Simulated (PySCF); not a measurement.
# Atomic calculation for Au²⁺

System: Au²⁺, configuration 1s2 2s2 2p6 3s2 3p6 3d10 4s2 4p6 4d10 4f14 5s2 5p6 5d9, multiplicity 2.
Method: unrestricted HF, x2c-TZVPPall plus 1 even-tempered diffuse shell per l, spin-free X2C-1e, Gaussian nucleus (PySCF).

### Results in brief

- outcome: converged
- total energy: −19007.8034 hartree
- ⟨S²⟩: 0.761
- ⟨L²⟩: 6.05
- static polarisability: 8.10 bohr³
- C₆ of the like pair: 52.3 hartree bohr⁶
- SCF iterations: 9
- hardware: 1 CPU thread, shared host
- CPU time: 76 s (integrals apart)

### Remarks

Radii and densities are those of the two-component orbitals, without the picture-change correction, so the innermost s shells come out slightly too small (about 1 % for 1s near Z = 40, more for heavier atoms).

### Input file
```python
from pyscf import gto, scf, dft, mp, cc
import basis_set_exchange as bse
mol = gto.M(atom="Au 0 0 0", charge=2, spin=1, symmetry="D2h",
            basis=gto.basis.parse(bse.get_basis("x2c-TZVPPall", elements=["Au"], fmt="nwchem", augment_diffuse=1)),
            nucmod="G")
mf = scf.UHF(mol).sfx2c1e()
mf.irrep_nelec = {'Ag': (11, 10), 'B1g': (3, 3), 'B2g': (3, 3), 'B3g': (3, 3), 'Au': (1, 1), 'B1u': (6, 6), 'B2u': (6, 6), 'B3u': (6, 6)}
mf.kernel()
```

The script is an equivalent of what the driver set up; the driver started from orbitals of its own, so the log can be shorter than this script's would be, and it computed the properties (radii, ⟨L²⟩, response) afterwards. It held the occupations shell by shell, which the script's counts by irreducible representation don't always enforce.

### Output (extracts)
```
damping factor = 0
level_shift factor = 0
DIIS = <class 'pyscf.scf.diis.CDIIS'>
diis_start_cycle = 1
diis_space = 10
diis_damp = 0
SCF conv_tol = 1e-09
SCF conv_tol_grad = None
number electrons alpha = 39  beta = 38
cycle= 1 E= -19007.8027351971  delta_E= -0.00535  |g|= 0.0269  |ddm|= 0.0789
cycle= 2 E= -19007.8031215881  delta_E= -0.000386  |g|= 0.00956  |ddm|= 0.0334
cycle= 3 E= -19007.8032954551  delta_E= -0.000174  |g|= 0.00541  |ddm|= 0.0295
cycle= 4 E= -19007.8033919675  delta_E= -9.65e-05  |g|= 0.00315  |ddm|= 0.0288
cycle= 5 E= -19007.8034195385  delta_E= -2.76e-05  |g|= 0.000908  |ddm|= 0.02
cycle= 6 E= -19007.8034219321  delta_E= -2.39e-06  |g|= 0.00039  |ddm|= 0.00551
cycle= 7 E= -19007.8034224847  delta_E= -5.53e-07  |g|= 0.000104  |ddm|= 0.00273
cycle= 8 E= -19007.8034225076  delta_E= -2.29e-08  |g|= 2.5e-05  |ddm|= 0.000505
cycle= 9 E= -19007.8034225082  delta_E= -6.29e-10  |g|= 2.71e-06  |ddm|= 8.41e-05
converged SCF energy = -19007.8034225082  <S^2> = 0.7614906  2S+1 = 2.0114578
```

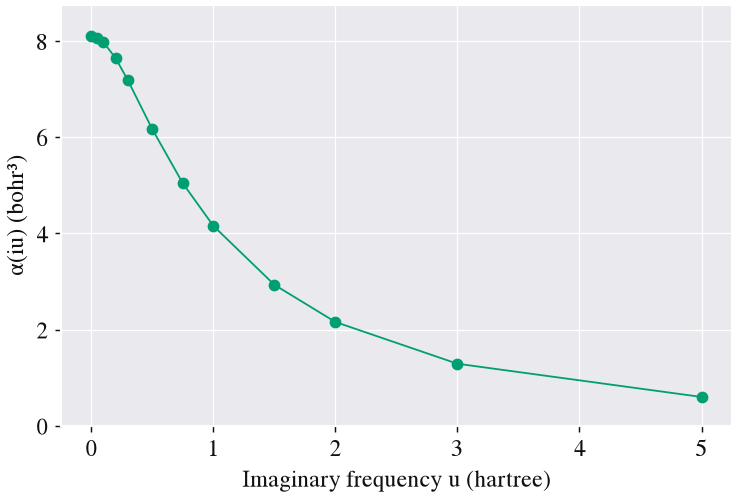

Dipole polarisability at imaginary frequency of Au²⁺ ([Xe] 4f¹⁴ 5d⁹). Coupled response at the HF level; PySCF, x2c-TZVPPall plus 1 diffuse shell for each l, spin-free X2C-1e, unrestricted single determinants, no spin-orbit coupling. The static dipole polarisability is 8.10 bohr³; α(iu) falls to half of it near u = 1.0 hartree. The Casimir–Polder integral gives C₆ = 52.3 hartree bohr⁶ for two such species.

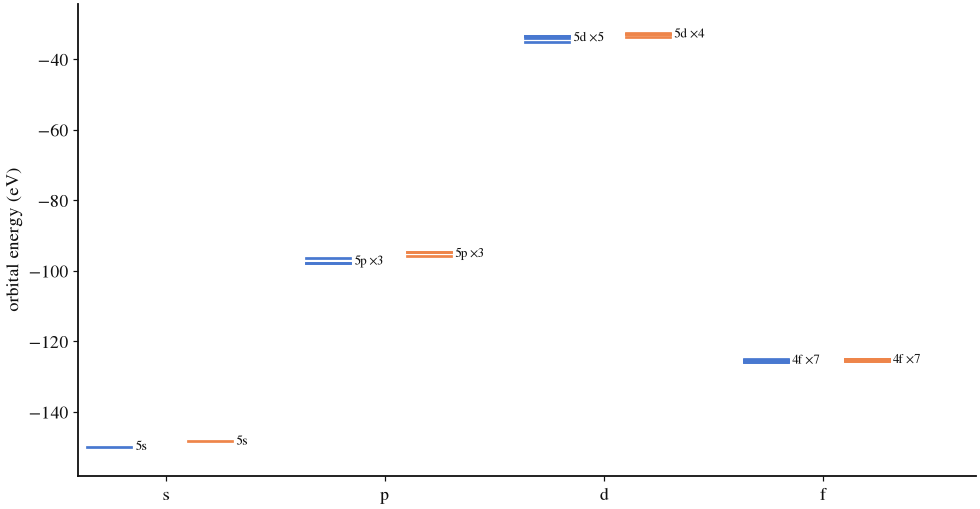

Orbital energies of the mean field, from the top down to −149.9 eV, by angular momentum, α spin at the left of each column and β at the right; ×n counts the orbitals under one label. The highest filled orbital is 5d β at −32.5 eV, the lowest empty one d β at −17.3 eV.

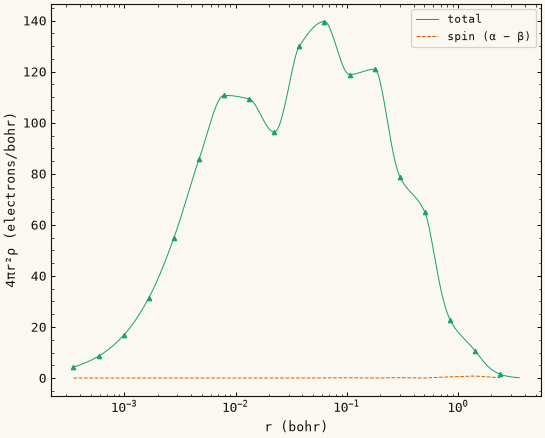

Spherically averaged radial density 4πr²ρ of the mean field and its spin part; markers are the stored points, which are sparse, and the line is a monotone interpolation between them. The largest stored value is 140 electrons/bohr at r = 0.063 bohr. Root-mean-square radii of the shells: 4p 0.460, 4d 0.492, 4f 0.545, 5s 0.998, 5p 1.14, 5d 1.60 bohr.
